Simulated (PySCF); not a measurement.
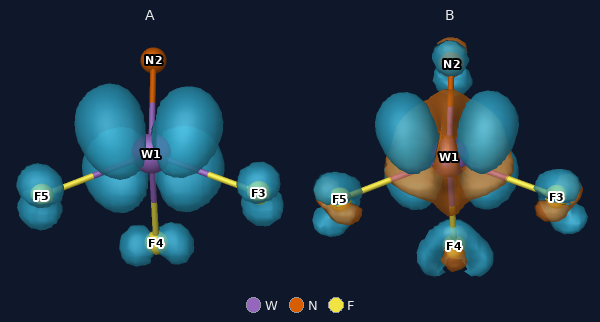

Figure. F3NW. The Fukui function f⁺ from two separate SCF calculations and the density of the LUMO, at ±0.05 e/Å³ (light blue positive, orange negative).

PySCF calculation, PBE0/def2-TZVP, gas phase; geometry: GFN2-xTB. Core potentials replace the inner electrons of W; spin–orbit coupling isn't included. This is a single-reference result, which may miss multireference character in this system. No frequency check shows the geometry to be a minimum. GFN2-xTB bond lengths at metals and heavier atoms can be off by up to 0.1 Å and shapes distorted, which carries into these values.

> Which panel is which, and how good is the frozen-orbital picture?

B is f⁺ (it has negative regions), A the LUMO density. The LUMO lies on W1 (75 %), F3 and F5 (8 % each) and F4 (7 %); f⁺ (Hirshfeld-condensed) is largest on W1 (0.42); the vertical electron affinity is 1.98 eV (the stability of the anion's solution wasn't checked; the anion's highest orbital has positive energy, so this value and f⁺ depend on the basis). Relaxation shifts 33 % of the electron between atoms. The orbital energy is −4.15 eV.
